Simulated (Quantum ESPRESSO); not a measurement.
# Magnetic state of Mn3GaC from several starts, part 2 of 3

Does Mn3GaC prefer parallel or opposed moments, or none?

Quantum ESPRESSO 7.5; LDA; plane waves with GBRV 1.5 LDA potentials, no spin-orbit coupling.

So far, absolute magnetization (μB): step 2 (start 1: ferro +++) 5.16.

## (3) Run 2, typed as ferri ++−

The input, pw.in:

```
&CONTROL
  calculation = 'scf'
  prefix = 'pwscf'
  outdir = './tmp'
  pseudo_dir = './pseudo'
  disk_io = 'nowf'
/
&SYSTEM
  ibrav = 0
  celldm(1) = 8
  nat = 5
  ntyp = 4
  ecutwfc = 40
  ecutrho = 280
  nbnd = 46
  occupations = 'smearing'
  smearing = 'fd'
  degauss = 0.00734986
  nspin = 2
  starting_magnetization(1) = 0.2333
  starting_magnetization(2) = -0.2333
  starting_magnetization(3) = 0
  starting_magnetization(4) = 0
/
&ELECTRONS
  conv_thr = 1d-08
  electron_maxstep = 150
  mixing_beta = 0.3
/
ATOMIC_SPECIES
Mn1    54.9380 mn_lda_v1.5.uspp.F.UPF
Mn2    54.9380 mn_lda_v1.5.uspp.F.UPF
Ga     69.7230 ga_lda_v1.4.uspp.F.UPF
C      12.0110 c_lda_v1.2.uspp.F.UPF
CELL_PARAMETERS alat
   0.9202966226928    0.0000000000000    0.0000000000000
   0.0000000000000    0.9202966226928    0.0000000000000
   0.0000000000000    0.0000000000000    0.9202966226928
ATOMIC_POSITIONS crystal
Mn1     0.0000000000    0.5000000000    0.5000000000
Mn1     0.5000000000    0.0000000000    0.5000000000
Mn2     0.5000000000    0.5000000000    0.0000000000
Ga      0.0000000000    0.0000000000    0.0000000000
C       0.5000000000    0.5000000000    0.5000000000
K_POINTS automatic
6 6 6 0 0 0
```

The run is started by

```sh
$ OMP_NUM_THREADS=1 mpirun -n 4 pw.x -nk 4 -in pw.in > pw.out
```

Log:

```text
[banner, memory and clock lines left out]
Program PWSCF v.7.5 starts

     Message from routine setup:
     using ibrav=0 with symmetry is DISCOURAGED, use correct ibrav instead

     bravais-lattice index     =            0
     lattice parameter (alat)  =       8.0000  a.u.
     unit-cell volume          =     399.0740 (a.u.)^3
     number of atoms/cell      =            5
     number of atomic types    =            4
     number of electrons       =        68.00
     number of Kohn-Sham states=           46
     kinetic-energy cutoff     =      40.0000  Ry
     charge density cutoff     =     280.0000  Ry
     scf convergence threshold =      1.0E-08
     mixing beta               =       0.3000
     number of iterations used =            8  plain     mixing
     Exchange-correlation= SLA  PZ   NOGX NOGC
                           (   1   1   0   0   0   0   0)

     celldm(1)=   8.000000  celldm(2)=   0.000000  celldm(3)=   0.000000
     celldm(4)=   0.000000  celldm(5)=   0.000000  celldm(6)=   0.000000

     crystal axes: (cart. coord. in units of alat)
               a(1) = (   0.920297   0.000000   0.000000 )
               a(2) = (   0.000000   0.920297   0.000000 )
               a(3) = (   0.000000   0.000000   0.920297 )

     reciprocal axes: (cart. coord. in units 2 pi/alat)
               b(1) = (  1.086606  0.000000  0.000000 )
               b(2) = (  0.000000  1.086606  0.000000 )
               b(3) = (  0.000000  0.000000  1.086606 )

     PseudoPot. # 1 for Mn read from file:
     mn_lda_v1.5.uspp.F.UPF
     Pseudo is Ultrasoft + core correction, Zval = 15.0

     PseudoPot. # 2 for Mn read from file:
     mn_lda_v1.5.uspp.F.UPF
     Pseudo is Ultrasoft + core correction, Zval = 15.0

     PseudoPot. # 3 for Ga read from file:
     ga_lda_v1.4.uspp.F.UPF
     Pseudo is Ultrasoft + core correction, Zval = 19.0

     PseudoPot. # 4 for C  read from file:
     c_lda_v1.2.uspp.F.UPF
     Pseudo is Ultrasoft + core correction, Zval =  4.0

     atomic species   valence    mass     pseudopotential
     Mn1              15.00    54.93800     Mn( 1.00)
     Mn2              15.00    54.93800     Mn( 1.00)
     Ga               19.00    69.72300     Ga( 1.00)
     C                 4.00    12.01100     C ( 1.00)

     Starting magnetic structure
     atomic species   magnetization
     Mn1             0.233
     Mn2            -0.233
     Ga              0.000
     C               0.000

     16 Sym. Ops., with inversion, found

   Cartesian axes

     site n.     atom                  positions (alat units)
         1        Mn1    tau(   1) = (   0.0000000   0.4601483   0.4601483  )
         2        Mn1    tau(   2) = (   0.4601483   0.0000000   0.4601483  )
         3        Mn2    tau(   3) = (   0.4601483   0.4601483   0.0000000  )
         4        Ga     tau(   4) = (   0.0000000   0.0000000   0.0000000  )
         5        C      tau(   5) = (   0.4601483   0.4601483   0.4601483  )

     number of k points=    40  Fermi-Dirac smearing, width (Ry)=  0.0073
                       cart. coord. in units 2pi/alat
        k(    1) = (   0.0000000   0.0000000   0.0000000), wk =   0.0046296
        k(    2) = (   0.0000000   0.0000000   0.1811010), wk =   0.0092593
        k(    3) = (   0.0000000   0.0000000   0.3622021), wk =   0.0092593
        k(    4) = (   0.0000000   0.0000000  -0.5433031), wk =   0.0046296
        k(    5) = (   0.0000000   0.1811010   0.1811010), wk =   0.0370370
        [... 35 further k-points ...]

     Dense  grid:    31463 G-vectors     FFT dimensions: (  40,  40,  40)

     Smooth grid:    13613 G-vectors     FFT dimensions: (  30,  30,  30)

     Check: negative core charge=   -0.000054
     Generating pointlists ...
     new r_m :   0.1898 (alat units)  1.5185 (a.u.) for type    1
     new r_m :   0.1898 (alat units)  1.5185 (a.u.) for type    2
     new r_m :   0.2684 (alat units)  2.1475 (a.u.) for type    3
     new r_m :   0.1898 (alat units)  1.5185 (a.u.) for type    4

     Initial potential from superposition of free atoms

     starting charge      65.4998, renormalised to      68.0000
     Starting wfcs are   55 randomized atomic wfcs

     Self-consistent Calculation

     iteration #  1     ecut=    40.00 Ry     beta= 0.30
     Davidson diagonalization with overlap
     ethr =  1.00E-02,  avg # of iterations =  2.2

     total energy              =   -1058.03716650 Ry
     estimated scf accuracy    <       9.66121926 Ry

     total magnetization       =     1.59 Bohr mag/cell
     absolute magnetization    =     6.14 Bohr mag/cell

     iteration #  2     ecut=    40.00 Ry     beta= 0.30
     Davidson diagonalization with overlap
     ethr =  1.00E-02,  avg # of iterations =  2.1

     total energy              =   -1059.96536267 Ry
     estimated scf accuracy    <       0.50252193 Ry

     total magnetization       =     2.62 Bohr mag/cell
     absolute magnetization    =     7.67 Bohr mag/cell

     [... further iterations left out ...]

     iteration # 18     ecut=    40.00 Ry     beta= 0.30
     Davidson diagonalization with overlap
     ethr =  2.37E-10,  avg # of iterations =  1.8

     total energy              =   -1060.09121930 Ry
     estimated scf accuracy    <       0.00000007 Ry

     total magnetization       =     0.65 Bohr mag/cell
     absolute magnetization    =     5.15 Bohr mag/cell

     iteration # 19     ecut=    40.00 Ry     beta= 0.30
     Davidson diagonalization with overlap
     ethr =  1.09E-10,  avg # of iterations =  1.2

     Magnetic moment per site  (integrated on atomic sphere of radius R)
     atom   1 (R=0.190)  charge= 12.0034  magn=  1.2148
     atom   2 (R=0.190)  charge= 12.0034  magn=  1.2148
     atom   3 (R=0.190)  charge= 12.0051  magn= -1.8078
     atom   4 (R=0.268)  charge= 17.6435  magn= -0.0229
     atom   5 (R=0.190)  charge=  3.0601  magn= -0.0220

     End of self-consistent calculation

     [... lines left out ...]
     the Fermi energy is    15.3558 ev

!    total energy              =   -1060.09121931 Ry
     estimated scf accuracy    <          5.4E-09 Ry
     smearing contrib. (-TS)   =      -0.01243937 Ry
     internal energy E=F+TS    =   -1060.07877994 Ry

     The total energy is F=E-TS. E is the sum of the following terms:
     one-electron contribution =    -592.56751630 Ry
     hartree contribution      =     331.22587971 Ry
     xc contribution           =    -129.96054856 Ry
     ewald contribution        =    -668.77659479 Ry

     total magnetization       =     0.65 Bohr mag/cell
     absolute magnetization    =     5.15 Bohr mag/cell

     convergence has been achieved in  19 iterations
```

Run time: 31 s. Hardware: 4 MPI ranks of Intel Xeon Platinum 8488C (Sapphire Rapids), shared host; peak memory 0.5 GiB; 2.1 min of CPU time.

Spin moment in the atom's sphere by atom:

```
atom  spin moment in the atom's sphere (μB)
 Mn1                                   1.21
 Mn2                                   1.21
 Mn3                                  -1.81
 Ga4                                  -0.02
  C5                                  -0.02
```

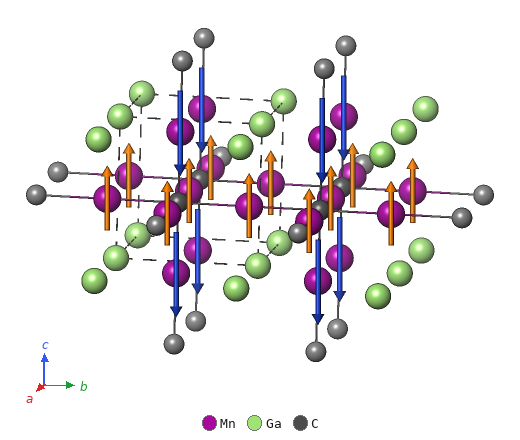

Spin moment in the atom's sphere as arrows, the longest 1.81 μB. Up and down stand for the sign. Arrows give size and sign along the axis of quantisation, drawn up and down the page. The two directions have two colours. 2×2×1 cells are drawn. Some periodic images of atoms are drawn too.

Numbers from this step:

```yaml
smearing_term_ts: 0.1692 eV
magnetization: 0.653 μB
absolute_magnetization: 5.148 μB
final_state: ferrimagnetic
```

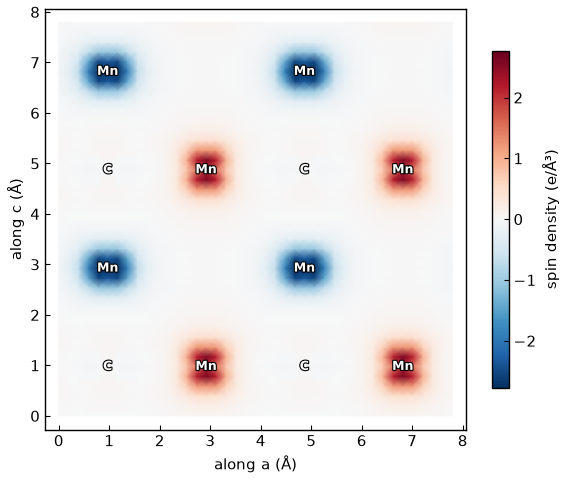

Spin density in the ac plane at fractional y = 0.500, with atoms of Mn and C within 0.2 Å of it. The map starts off the cell's origin, so that atoms lie inside it.

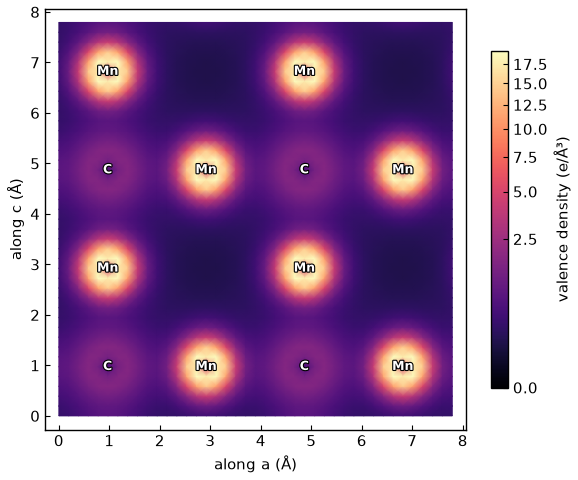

Valence density in the ac plane at fractional y = 0.500, with atoms of Mn and C within 0.2 Å of it. It is the smooth field of the valence electrons, not physical close to the nuclei. The map starts off the cell's origin, so that atoms lie inside it. The colour scale is stretched toward low values.

## (4) Run 3 (no spin polarisation)

The input, pw.in:

```
&CONTROL
  calculation = 'scf'
  prefix = 'pwscf'
  outdir = './tmp'
  pseudo_dir = './pseudo'
  disk_io = 'nowf'
/
&SYSTEM
  ibrav = 0
  celldm(1) = 8
  nat = 5
  ntyp = 3
  ecutwfc = 40
  ecutrho = 280
  nbnd = 44
  occupations = 'smearing'
  smearing = 'fd'
  degauss = 0.00734986
/
&ELECTRONS
  conv_thr = 1d-08
  electron_maxstep = 150
  mixing_beta = 0.3
/
ATOMIC_SPECIES
Mn     54.9380 mn_lda_v1.5.uspp.F.UPF
Ga     69.7230 ga_lda_v1.4.uspp.F.UPF
C      12.0110 c_lda_v1.2.uspp.F.UPF
CELL_PARAMETERS alat
   0.9202966226928    0.0000000000000    0.0000000000000
   0.0000000000000    0.9202966226928    0.0000000000000
   0.0000000000000    0.0000000000000    0.9202966226928
ATOMIC_POSITIONS crystal
Mn      0.0000000000    0.5000000000    0.5000000000
Mn      0.5000000000    0.0000000000    0.5000000000
Mn      0.5000000000    0.5000000000    0.0000000000
Ga      0.0000000000    0.0000000000    0.0000000000
C       0.5000000000    0.5000000000    0.5000000000
K_POINTS automatic
6 6 6 0 0 0
```

Log:

```text
     [... lines left out ...]
Program PWSCF v.7.5 starts
     [... lines left out ...]
     number of atoms/cell      =            5
     [... lines left out ...]
     number of electrons       =        68.00
     number of Kohn-Sham states=           44
     kinetic-energy cutoff     =      40.0000  Ry
     charge density cutoff     =     280.0000  Ry
     scf convergence threshold =      1.0E-08
     [... lines left out ...]
     48 Sym. Ops., with inversion, found
     [... lines left out ...]
     number of k points=    20  Fermi-Dirac smearing, width (Ry)=  0.0073
     [... lines left out ...]
     iteration # 11     ecut=    40.00 Ry     beta= 0.30
     [... lines left out ...]
     the Fermi energy is    15.1961 ev
!    total energy              =   -1060.07222627 Ry
     estimated scf accuracy    <          8.8E-09 Ry
     smearing contrib. (-TS)   =      -0.02271768 Ry
     [... lines left out ...]
     convergence has been achieved in  11 iterations
```

The job ended after 6.6 s (4 MPI ranks; peak memory 0.39 GiB; 25 s of CPU time).

Read from the output:

```yaml
smearing_term_ts: 0.3091 eV
final_state: non-magnetic (no spin polarisation)
```

## (5) Energies of the orders

An order is kept where moments of 0.15 μB or more survive with the typed signs; meshes match where a doubled cell samples the same k points as the first cell.

Ferrimagnetic means that a moment over 0.15 μB on a transition or rare-earth metal, induced ones included, opposes the net moment. Orders:

```
               start    final state  typed order kept  energy over the lowest (meV a seeded atom)  largest site moment (μB)  net moment (μB a cell of the first run)  mesh matched  CPU time (s)
           ferro +++  ferromagnetic               yes                                           0                     1.413                                    4.656           yes         65.25
           ferri ++-  ferrimagnetic               yes                                       37.79                     1.808                                   0.6531           yes         124.9
no spin polarisation   non-magnetic                 -                                       123.9                         0                                        0           yes         25.48
```

## (6) The lowest state again, with its states saved

pw.in, as its differences from that of step 4:

```diff
@@ -5,3 +5,3 @@
   pseudo_dir = './pseudo'
-  disk_io = 'nowf'
+  disk_io = 'low'
 /
@@ -14,3 +14,3 @@
   ecutrho = 280
-  nbnd = 44
+  nbnd = 54
   occupations = 'smearing'
@@ -18,2 +18,6 @@
   degauss = 0.00734986
+  nspin = 2
+  starting_magnetization(1) = 0.2333
+  starting_magnetization(2) = 0
+  starting_magnetization(3) = 0
 /
```

Log:

```text
     [... lines left out ...]
Program PWSCF v.7.5 starts
     [... lines left out ...]
     number of atoms/cell      =            5
     [... lines left out ...]
     number of electrons       =        68.00
     number of Kohn-Sham states=           54
     kinetic-energy cutoff     =      40.0000  Ry
     charge density cutoff     =     280.0000  Ry
     scf convergence threshold =      1.0E-08
     [... lines left out ...]
     48 Sym. Ops., with inversion, found
     [... lines left out ...]
     number of k points=    20  Fermi-Dirac smearing, width (Ry)=  0.0073
     [... lines left out ...]
     iteration # 14     ecut=    40.00 Ry     beta= 0.30
     [... lines left out ...]
     Magnetic moment per site  (integrated on atomic sphere of radius R)
     atom   1 (R=0.190)  charge= 12.0092  magn=  1.4128
     atom   2 (R=0.190)  charge= 12.0092  magn=  1.4128
     atom   3 (R=0.190)  charge= 12.0092  magn=  1.4128
     atom   4 (R=0.268)  charge= 17.6330  magn= -0.0764
     atom   5 (R=0.190)  charge=  3.0552  magn= -0.1178
     [... lines left out ...]
     the Fermi energy is    15.3651 ev
!    total energy              =   -1060.09955219 Ry
     estimated scf accuracy    <          5.9E-09 Ry
     smearing contrib. (-TS)   =      -0.01288602 Ry
     [... lines left out ...]
     total magnetization       =     4.66 Bohr mag/cell
     absolute magnetization    =     5.16 Bohr mag/cell
     convergence has been achieved in  14 iterations
```

Elapsed: 16 s, on 4 MPI ranks; peak memory 0.45 GiB; 64 s of CPU time.

This step gave:

```yaml
smearing_term_ts: 0.1753 eV
magnetization: 4.656 μB
absolute_magnetization: 5.155 μB
final_state: ferromagnetic
largest_moment: 1.413 μB
```

(Part 2 of 3 ends here.)

[Logs and program files are shortened in this print: banners, set-up blocks, solver, clock and traceback lines can be left out without a mark of their own.]

[Logs are printed without paths, hosts, clocks, repeated set-up lines and the standing remarks that a program may print on its own settings, such as how far it seeks lower states.]

[Hosts, paths, dates, database ids (printed as entryN), source tags and the programs' standing remarks are cut or masked in the printed files.]

[Where a cell is said to come from a database of computed structures, the database is the Materials Project.]
